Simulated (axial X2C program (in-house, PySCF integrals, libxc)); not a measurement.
# BOH: bond lengths and stretches, held linear

How do method and spin–orbit coupling move the bonds and stretches of BOH, held linear?

Computed with an in-house X2C program for linear molecules on PySCF integrals. Level: all-electron X2C, two-component (2c) or spin-free, B dyall-v3z, O dyall-av3z, H dyall-v3z.

All values are calculated.

1 further run of the same task is left out (set aside as unsound or not needed).

## 1. Set-up

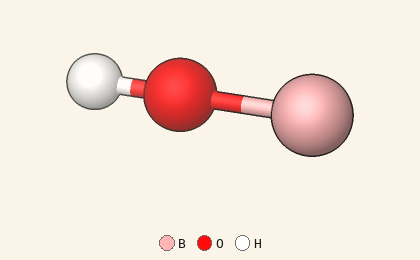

The atoms on one line, bonds 1.480 and 0.960 Å (boron pink, oxygen red, hydrogen white).

The input, task.json:

```json
{"zs": [5, 8, 1], "q": 0, "bas": ["dyall-v3z", "dyall-av3z", "dyall-v3z"], "r0": [1.48, 0.96], "symm": 0, "scan": ["PBE0", "HF", "BHandHLYP"], "levels": ["PBE0", "HF", "TPSSh"], "nst": 2}
```

Keys: zs atomic numbers; q charge; bas basis sets; r0 starting distance in Å; symm equal bonds; scan levels of the two-bond scan (MP2 follows by itself at each HF point); levels methods; nst determinants followed.

Launch:

```console
> python solin.py task.json out
```

Masses B 11.009, O 15.995, H 1.008 u.

## 2. Scan at PBE0, 2c

State: Ω = 0 (all partner blocks equally filled). Energies above the lowest point, from the job's result record:

```csv
r(B–O) (Å),r(O–H) (Å),E (meV)
1.2412,0.9282,43.56
1.2412,0.9520,29.01
1.2412,0.9758,45.65
1.2730,0.9282,15.33
1.2730,0.9520,0.00
1.2730,0.9758,15.88
1.2730,0.9996,58.08
1.3048,0.9282,42.60
1.3048,0.9520,26.54
1.3048,0.9758,41.70
1.3366,0.9520,97.90
1.3366,0.9996,153.20
```

A quadratic surface with cubic terms in each bond gives the minimum at 1.273 and 0.951 Å, force constants 8.82, 8.88 and coupling -0.15 mdyn/Å.

## 3. Scan at HF, 2c

State: Ω = 0 (all partner blocks equally filled). Energies above the lowest point, from the job's result record:

```
r(B–O) (Å)  r(O–H) (Å)  E (meV)
    1.2412      0.9282     9.01
    1.2412      0.9520    20.66
    1.2412      0.9758    64.08
    1.2730      0.9282     0.00
    1.2730      0.9520    11.07
    1.2730      0.9758    53.93
    1.2730      0.9996   123.67
    1.3048      0.9282    47.23
    1.3048      0.9520    57.72
    1.3048      0.9758   100.00
    1.3366      0.9520   149.70
    1.3366      0.9996   260.06
```

A quadratic surface with cubic terms in each bond gives the minimum at 1.262 and 0.932 Å, force constants 9.53, 10.1 and coupling -0.12 mdyn/Å.

## 4. Scan at BHandHLYP, 2c

State: Ω = 0 (all partner blocks equally filled). Energies above the lowest point, from the job's result record:

```csv
r(B–O) (Å),r(O–H) (Å),E (meV)
1.2412,0.9282,14.33
1.2412,0.9520,11.67
1.2412,0.9758,40.23
1.2730,0.9282,3.32
1.2730,0.9520,0.00
1.2730,0.9758,27.90
1.2730,0.9996,82.17
1.3048,0.9282,47.43
1.3048,0.9520,43.45
1.3048,0.9758,70.71
1.3366,0.9520,131.29
1.3366,0.9996,210.95
```

A quadratic surface with cubic terms in each bond gives the minimum at 1.263 and 0.942 Å, force constants 9.27, 9.4 and coupling -0.14 mdyn/Å.

## 5. The levels side by side

| level | r(B–O) (Å) | r(O–H) (Å) | lower stretch (cm⁻¹) | upper stretch (cm⁻¹) |
| --- | --- | --- | --- | --- |
| PBE0, 2c | 1.273 | 0.951 | 1491.8 | 4000.8 |
| HF, 2c | 1.262 | 0.932 | 1551.3 | 4270.4 |
| BHandHLYP, 2c | 1.263 | 0.942 | 1530.0 | 4115.1 |
| MP2, 2c | 1.281 | 0.953 | 1468.8 | 3987.8 |
| PBE0, spin-free | 1.273 | 0.951 | 1491.6 | 4000.4 |
| HF, spin-free | 1.262 | 0.932 | 1551.2 | 4270.2 |
| BHandHLYP, spin-free | 1.263 | 0.942 | 1529.8 | 4114.7 |
| MP2, spin-free | 1.281 | 0.953 | 1468.6 | 3987.6 |

Scans not shown above were run alike.

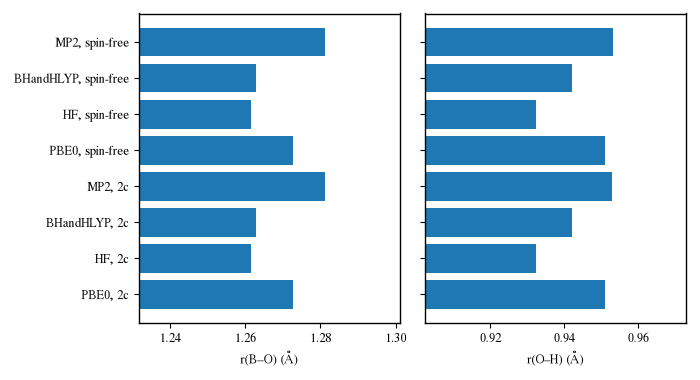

The two bond lengths by level.

What this shows: Over the levels the B–O bond spans 1.262 to 1.281 Å and the O–H bond 0.932 to 0.953 Å. At PBE0 spin–orbit coupling leaves both bonds unchanged to 0.001 Å. Each state is one determinant, the lowest of a limited PBE0 search; the stretches come from a fit to few points and are good to some per cent at best. MP2 freezes inner shells (threshold -2 hartree). The molecule was held linear; bending was not examined, so a bent shape may lie lower.
